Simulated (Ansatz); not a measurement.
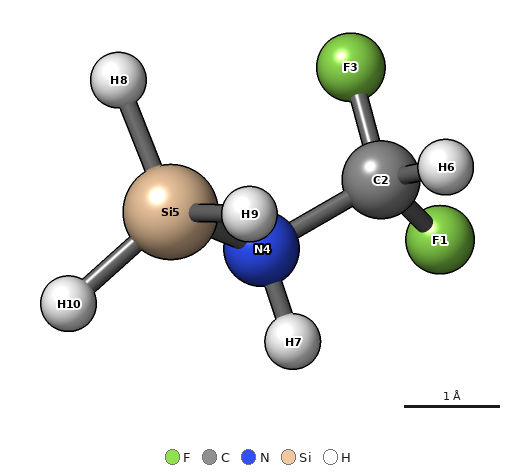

Figure 1. The starting structure (ball-and-stick view, seen at a tilt; atoms are numbered from 1 in the order of the input).

# Geometry relaxation, with input and output: CH5F2NSi (part 1 of 2)

CH5F2NSi, computed with RKS B3LYP/def2-SVP (Ansatz 0.2.0).

It belongs to a series of runs on one base structure; here: end point A relaxed. Figures and captions count atoms from 1; the log counts them from 0 in places.

What the program printed:
```
The last accepted step is kept in [file] (removed where the run ends without a failure and the disk answers)
Engine: ansatz 0.2.0, x86_64-unknown-linux-gnu
Functional definition: B3LYP
  parameter a0 = 0.2
  parameter ax = 0.72
  parameter ac = 0.81
  exchange = (1 - a0 - ax)*slater_x + ax*b88_x + a0*exact_x
  correlation = (1 - ac)*vwn_rpa_c + ac*lyp_c
1057 factors; integrals over basis functions are off by at most 3.8e-4 eV
mean field evaluation 1: about -15906.3937 eV, gradient 5.3e1 eV
mean field evaluation 2: about -15900.7577 eV, gradient 7.3e1 eV
mean field evaluation 4: about -15911.5465 eV, gradient 2.9e0 eV
mean field evaluation 8: about -15911.5814 eV, gradient 2.4e-2 eV
mean field -15911.58141721 eV, -584.7398318251 hartree, gradient 1.5e-5 eV, S^2 0.000000; 0 other end points of the search recorded, 0 dependent functions left out
the calculation of the forces begins
reference -15911.58164064 eV, -584.7398400361 hartree; 25, 25 occupied and 74, 74 virtual orbitals, 1057 factors
relax step   1: F+E_penalty+E_count = -15911.58141721 eV  Δ(F+E_penalty+E_count) = +0.000e0 eV  max|allowed force component| = 4.140e0 eV/Å  Δτ_max = 0.0000 Å  (25 SCF iters, accepted)
these checks for a lower state are left out or cut short: starts, cluster_reference, orbital_swaps, neighbouring_geometries, increment
1057 factors; integrals over basis functions are off by at most 3.8e-4 eV
mean field evaluation 16: about -15911.8358 eV, gradient 6.7e0 eV
mean field -15911.96420795 eV, -584.7538991256 hartree, gradient 1.7e-5 eV, S^2 0.000000; 0 other end points of the search recorded, 0 dependent functions left out
[... from here on the field's lines of each further geometry are left out, up to the last ...]
relax step   2: F+E_penalty+E_count = -15911.96420795 eV  Δ(F+E_penalty+E_count) = -3.828e-1 eV  max|allowed force component| = 1.990e0 eV/Å  Δτ_max = 0.1342 Å  (27 SCF iters, accepted)
relax step   3: F+E_penalty+E_count = -15912.10809012 eV  Δ(F+E_penalty+E_count) = -1.439e-1 eV  max|allowed force component| = 4.592e-1 eV/Å  Δτ_max = 0.0849 Å  (28 SCF iters, accepted)
relax step   4: F+E_penalty+E_count = -15912.01275295 eV  Δ(F+E_penalty+E_count) = +9.534e-2 eV  max|allowed force component| = 2.403e0 eV/Å  Δτ_max = 0.1818 Å  (27 SCF iters, rejected (line search))
relax step   5: F+E_penalty+E_count = -15912.13404865 eV  Δ(F+E_penalty+E_count) = -2.596e-2 eV  max|allowed force component| = 1.787e-1 eV/Å  Δτ_max = 0.0880 Å  (28 SCF iters, accepted)
relax step   6: F+E_penalty+E_count = -15912.14845109 eV  Δ(F+E_penalty+E_count) = -1.440e-2 eV  max|allowed force component| = 2.060e-1 eV/Å  Δτ_max = 0.1000 Å  (27 SCF iters, accepted)
relax step   7: F+E_penalty+E_count = -15912.16144442 eV  Δ(F+E_penalty+E_count) = -1.299e-2 eV  max|allowed force component| = 9.617e-2 eV/Å  Δτ_max = 0.1285 Å  (27 SCF iters, accepted)
relax step   8: F+E_penalty+E_count = -15912.11098661 eV  Δ(F+E_penalty+E_count) = +5.046e-2 eV  max|allowed force component| = 2.029e0 eV/Å  Δτ_max = 0.1992 Å  (28 SCF iters, rejected (line search))
relax step   9: F+E_penalty+E_count = -15912.17131211 eV  Δ(F+E_penalty+E_count) = -9.868e-3 eV  max|allowed force component| = 1.136e-1 eV/Å  Δτ_max = 0.0996 Å  (28 SCF iters, accepted)
relax step  10: F+E_penalty+E_count = -15912.18049277 eV  Δ(F+E_penalty+E_count) = -9.181e-3 eV  max|allowed force component| = 3.651e-1 eV/Å  Δτ_max = 0.0973 Å  (28 SCF iters, accepted)
relax step  11: F+E_penalty+E_count = -15912.18526985 eV  Δ(F+E_penalty+E_count) = -4.777e-3 eV  max|allowed force component| = 8.667e-1 eV/Å  Δτ_max = 0.1462 Å  (28 SCF iters, accepted)
relax step  12: F+E_penalty+E_count = -15912.22666906 eV  Δ(F+E_penalty+E_count) = -4.140e-2 eV  max|allowed force component| = 2.806e-1 eV/Å  Δτ_max = 0.2000 Å  (28 SCF iters, accepted)
relax step  13: F+E_penalty+E_count = -15912.24306618 eV  Δ(F+E_penalty+E_count) = -1.640e-2 eV  max|allowed force component| = 3.807e-1 eV/Å  Δτ_max = 0.2000 Å  (28 SCF iters, accepted)
relax step  14: F+E_penalty+E_count = -15912.25448327 eV  Δ(F+E_penalty+E_count) = -1.142e-2 eV  max|allowed force component| = 3.413e-1 eV/Å  Δτ_max = 0.1271 Å  (27 SCF iters, accepted)
relax step  15: F+E_penalty+E_count = -15912.25606471 eV  Δ(F+E_penalty+E_count) = -1.581e-3 eV  max|allowed force component| = 4.580e-1 eV/Å  Δτ_max = 0.1769 Å  (27 SCF iters, accepted)
relax step  16: F+E_penalty+E_count = -15912.20443955 eV  Δ(F+E_penalty+E_count) = +5.163e-2 eV  max|allowed force component| = 1.160e0 eV/Å  Δτ_max = 0.0855 Å  (27 SCF iters, rejected (line search))
relax step  17: F+E_penalty+E_count = -15912.27161159 eV  Δ(F+E_penalty+E_count) = -1.555e-2 eV  max|allowed force component| = 8.379e-2 eV/Å  Δτ_max = 0.0413 Å  (28 SCF iters, accepted)
relax step  18: F+E_penalty+E_count = -15912.27501709 eV  Δ(F+E_penalty+E_count) = -3.406e-3 eV  max|allowed force component| = 8.076e-2 eV/Å  Δτ_max = 0.0547 Å  (27 SCF iters, accepted)
relax step  19: F+E_penalty+E_count = -15912.27578972 eV  Δ(F+E_penalty+E_count) = -7.726e-4 eV  max|allowed force component| = 1.775e-2 eV/Å  Δτ_max = 0.0375 Å  (27 SCF iters, accepted)
relax step  20: F+E_penalty+E_count = -15912.27596878 eV  Δ(F+E_penalty+E_count) = -1.791e-4 eV  max|allowed force component| = 2.703e-2 eV/Å  Δτ_max = 0.0387 Å  (28 SCF iters, accepted)
the calculation of the forces begins
reference -15912.27626298 eV, -584.7653669363 hartree; 25, 25 occupied and 74, 74 virtual orbitals, 1057 factors
relax step  21: F+E_penalty+E_count = -15912.27603688 eV  Δ(F+E_penalty+E_count) = -6.810e-5 eV  max|allowed force component| = 1.882e-2 eV/Å  Δτ_max = 0.0076 Å  (23 SCF iters, accepted)
1057 factors; integrals over basis functions are off by at most 5.1e-4 eV
mean field evaluation 160: about -15912.2312 eV, gradient 3.4e0 eV
```

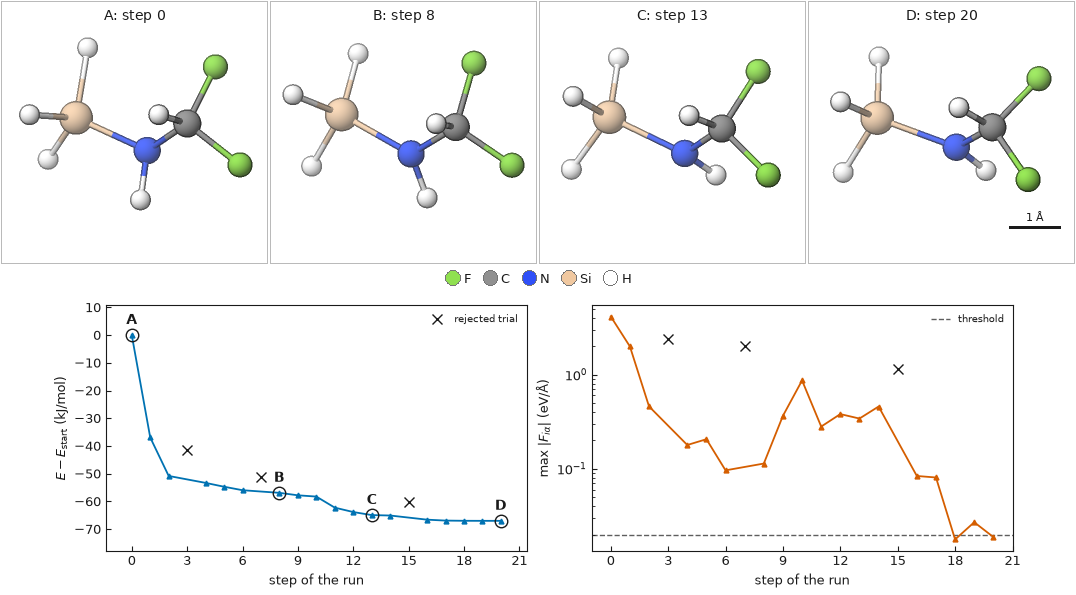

Figure 2. Frames of the relaxation (ball-and-stick view, seen at a tilt) above the curves, on which the letters mark them (the first geometry is step 0 here and step 1 in the log).

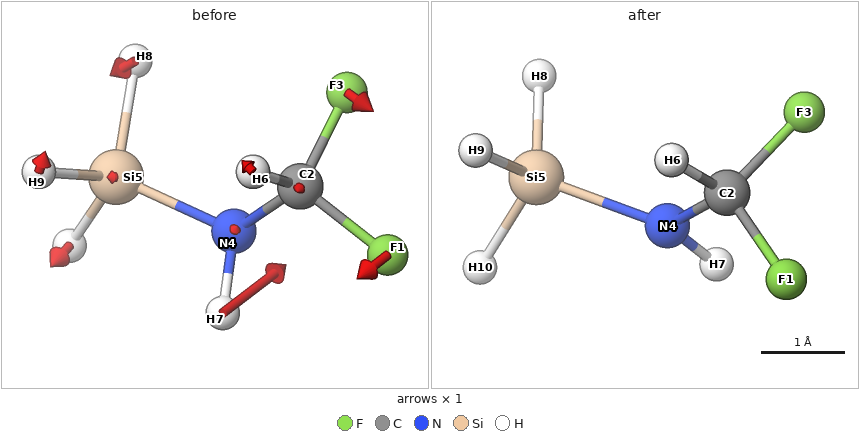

Figure 3. Before (left) and after (right) the relaxation, at one scale (ball-and-stick view, seen at a tilt). The red arrows give the displacements, at true length. The energy falls by 67.0 kJ/mol in 20 geometry steps. Largest force component: 4.1 eV/Å at the start, 0.019 eV/Å at the end. The line search rejected the trial steps at points 3, 7, 15 (counted from 0) and went back. The atom that moves furthest after the best rigid fit is H7 (1.32 Å). By element the largest moves are H 1.32 Å, F 0.60 Å, Si 0.13 Å, C 0.12 Å, N 0.11 Å. Among the contacts that change: N4–Si5 1.632 → 1.753 Å, C2–N4 1.485 → 1.399 Å, C2–F3 1.324 → 1.373 Å, Si5–H10 1.447 → 1.489 Å. Among the angles that change: C2–N4–H7 102.1° → 112.1°, Si5–N4–H7 110.3° → 119.3°, N4–Si5–H8 109.6° → 114.2°. (Atoms are counted from 1 in the order of the input.)

```
mean field -15912.27603688 eV, -584.7653586272 hartree, gradient 8.5e-6 eV, S^2 0.000000; 1 other end points of the search recorded, 0 dependent functions left out
the calculation of the forces begins
reference -15912.27626298 eV, -584.7653669363 hartree; 25, 25 occupied and 74, 74 virtual orbitals, 1057 factors
Total energy: -15912.27626298 eV, -584.7653669363 hartree
Atom 0 at    -1.807350    -1.664163    -0.316184 Å, force     0.008525     0.006339     0.009634 eV/Å
Atom 1 at    -0.854218    -0.989426     0.385151 Å, force    -0.009873    -0.018825     0.006695 eV/Å
Atom 2 at    -0.238410    -1.940393     1.160885 Å, force    -0.007974     0.014384    -0.010384 eV/Å
Atom 3 at     0.032501    -0.344244    -0.484157 Å, force    -0.001474    -0.010892    -0.002714 eV/Å
Atom 4 at     0.819583     1.197959    -0.209813 Å, force     0.003310     0.002475     0.011032 eV/Å
Atom 5 at    -1.346598    -0.271558     1.064048 Å, force     0.004315    -0.005528    -0.005079 eV/Å
Atom 6 at     0.409823    -0.979220    -1.186505 Å, force    -0.000184     0.006858     0.000423 eV/Å
Atom 7 at     2.122003     1.100862     0.514745 Å, force     0.003255     0.001887    -0.007263 eV/Å
Atom 8 at    -0.122642     2.009476     0.609421 Å, force    -0.002552     0.002363    -0.006494 eV/Å
Atom 9 at     1.068308     1.829606    -1.534791 Å, force     0.002650     0.000938     0.004149 eV/Å
Dipole moment:     0.187289     0.319691    -0.122138 e Å
```

Trajectory as extended XYZ (Å, eV, eV/Å), 21 frames, from step=1 to step=21:
```
10
Properties=species:S:1:pos:R:3:forces:R:3 step=1 energy=-15911.58142
F    -1.3554   -2.0748   -0.2302   -0.6478   0.5746  -0.3568
C    -0.7586   -1.0351    0.4041    1.5220  -0.2800  -1.4892
F     0.0348   -1.6183    1.2896    0.7359   0.1211   1.2521
N     0.0920   -0.3098   -0.5739   -4.1398  -3.9576  -0.5543
Si    0.8685    1.0793   -0.2125    1.7374   3.1161   2.1244
H    -1.4987   -0.4071    0.9282   -0.2747  -0.0368  -0.0467
H    -0.5624   -0.1606   -1.3611    0.6074  -0.2105  -0.0293
H     1.8879    0.8218    0.8644   -0.1574   0.1506  -0.1933
H    -0.1375    2.0835    0.3057    0.3012   0.1723  -0.0275
H     1.5124    1.5700   -1.4115    0.3158   0.3501  -0.6795
10
Properties=species:S:1:pos:R:3:forces:R:3 step=2 energy=-15911.96421
F    -1.3934   -2.0834   -0.2388   -0.1057   0.1315  -0.1091
C    -0.7542   -1.0752    0.4017    0.3495   0.4497  -0.9330
F     0.0409   -1.6270    1.3244    0.3597   0.0554   0.3628
N     0.0381   -0.3291   -0.5684   -1.9903  -1.9333  -0.2358
Si    0.8643    1.0954   -0.1911    0.9805   1.8098   0.9543
H    -1.5122   -0.4494    0.9117   -0.1036  -0.1462   0.1378
H    -0.5475   -0.2238   -1.4107    0.3940  -0.2208   0.2087
H     1.8947    0.8544    0.8625   -0.0608  -0.0436  -0.0895
H    -0.0500    2.1818    0.3316    0.1110  -0.1074  -0.0501
H     1.5024    1.6050   -1.4202    0.0657   0.0049  -0.2462
10
Properties=species:S:1:pos:R:3:forces:R:3 step=3 energy=-15912.10809
F    -1.3855   -2.0940   -0.2563   -0.0062  -0.1509  -0.0128
C    -0.7727   -1.0754    0.3938   -0.0987   0.3585  -0.2907
F     0.0591   -1.5848    1.3275    0.0770  -0.0677   0.1585
N    -0.0226   -0.3193   -0.5504   -0.4592  -0.0192  -0.3664
Si    0.8753    1.1348   -0.1633    0.1597   0.2529   0.0021
H    -1.5680   -0.5088    0.9268    0.0716  -0.1029   0.0661
H    -0.5166   -0.2861   -1.4524    0.2682  -0.1175   0.3668
H     1.9176    0.8442    0.8547    0.0043  -0.0238  -0.0081
H     0.0031    2.2391    0.3651    0.0495  -0.0588  -0.0042
H     1.4933    1.5993   -1.4425   -0.0661  -0.0707   0.0887
10
Properties=species:S:1:pos:R:3:forces:R:3 step=4 energy=-15912.01275 accepted=F
F    -1.2924   -2.1315   -0.2996   -0.0341   0.5622  -0.0395
C    -0.8235   -1.0276    0.3562    0.9741  -0.9138   0.9157
F     0.0575   -1.5044    1.3237   -0.4274   0.3506  -0.2834
N    -0.1237   -0.1983   -0.5425   -0.1871  -0.0355   2.2545
Si    0.8815    1.1812   -0.1334   -0.0797  -0.2541  -0.4036
H    -1.6570   -0.5847    0.9292   -0.1569   0.0871  -0.1002
H    -0.4395   -0.4488   -1.4274   -0.2448  -0.0394  -2.4034
H     1.9494    0.7826    0.8189    0.0204   0.0496  -0.0038
H     0.1160    2.3243    0.4426   -0.0330   0.0069   0.0680
H     1.4148    1.5562   -1.4649    0.1685   0.1865  -0.0044
10
Properties=species:S:1:pos:R:3:forces:R:3 step=5 energy=-15912.13405
F    -1.3636   -2.1038   -0.2693    0.0382   0.0468  -0.0072
C    -0.7927   -1.0586    0.3852    0.0861  -0.0759   0.1378
F     0.0589   -1.5558    1.3283   -0.0669   0.0432  -0.0372
N    -0.0711   -0.2724   -0.5418   -0.1787   0.0139  -0.0819
Si    0.8799    1.1575   -0.1575   -0.0837  -0.1205  -0.0583
H    -1.6017   -0.5414    0.9424    0.0105  -0.0093  -0.0171
H    -0.4741   -0.3603   -1.4732    0.1521   0.0616   0.0391
H     1.9317    0.8251    0.8372    0.0252   0.0005  -0.0070
H     0.0405    2.2629    0.4008    0.0259   0.0333   0.0148
H     1.4753    1.5957   -1.4493   -0.0086   0.0065   0.0171
10
Properties=species:S:1:pos:R:3:forces:R:3 step=6 energy=-15912.14845
F    -1.2995   -2.1258   -0.2869    0.0148  -0.0214   0.1013
C    -0.8184   -1.0496    0.3926   -0.1841   0.0551  -0.2060
F     0.0317   -1.4884    1.3589    0.1064  -0.0484   0.0311
N    -0.1441   -0.2145   -0.5273   -0.0186  -0.0016   0.1110
Si    0.8776    1.1608   -0.1556   -0.0472  -0.0017  -0.0085
H    -1.6744   -0.5892    0.9289    0.0287   0.0087  -0.0445
H    -0.3966   -0.4217   -1.4885    0.0576   0.0184   0.0081
H     1.9701    0.7840    0.7798    0.0351   0.0128  -0.0084
H     0.1076    2.2839    0.4644    0.0193  -0.0090   0.0090
H     1.4291    1.6095   -1.4635   -0.0120  -0.0129   0.0069
10
Properties=species:S:1:pos:R:3:forces:R:3 step=7 energy=-15912.16144
F    -1.2692   -2.1471   -0.2760    0.0084   0.0200   0.0120
C    -0.8505   -1.0366    0.3846   -0.0392  -0.0262  -0.0273
F    -0.0182   -1.4285    1.3938    0.0577  -0.0321   0.0357
N    -0.1730   -0.1940   -0.5195   -0.0052   0.0962  -0.0225
Si    0.8772    1.1602   -0.1483    0.0035  -0.0539  -0.0014
H    -1.7324   -0.5896    0.8806   -0.0545   0.0360   0.0019
H    -0.2822   -0.4801   -1.4862    0.0101  -0.0560  -0.0144
H     2.0384    0.7640    0.6935    0.0395   0.0255   0.0026
H     0.1499    2.2572    0.5559   -0.0275  -0.0217   0.0256
H     1.3429    1.6435   -1.4756    0.0072   0.0124  -0.0122
10
Properties=species:S:1:pos:R:3:forces:R:3 step=8 energy=-15912.11099 accepted=F
F    -1.2253   -2.1651   -0.2639    0.0289   0.2436   0.1269
C    -0.8977   -1.0084    0.3778    0.1250  -0.2131   0.1387
F    -0.0870   -1.3349    1.4436   -0.1548   0.0027  -0.1375
N    -0.2252   -0.1539   -0.5161    0.2142  -0.8003  -2.0294
Si    0.8852    1.1520   -0.1449    0.0787   0.1709   0.1158
H    -1.8209   -0.5843    0.8189    0.0359  -0.0257  -0.0221
H    -0.1175   -0.5920   -1.4871   -0.2238   0.7342   1.8834
H     2.1464    0.7468    0.5676   -0.1832   0.0324  -0.1302
H     0.1944    2.1839    0.6988    0.0782  -0.1414  -0.1036
H     1.2305    1.7048   -1.4919    0.0010  -0.0032   0.1582
```
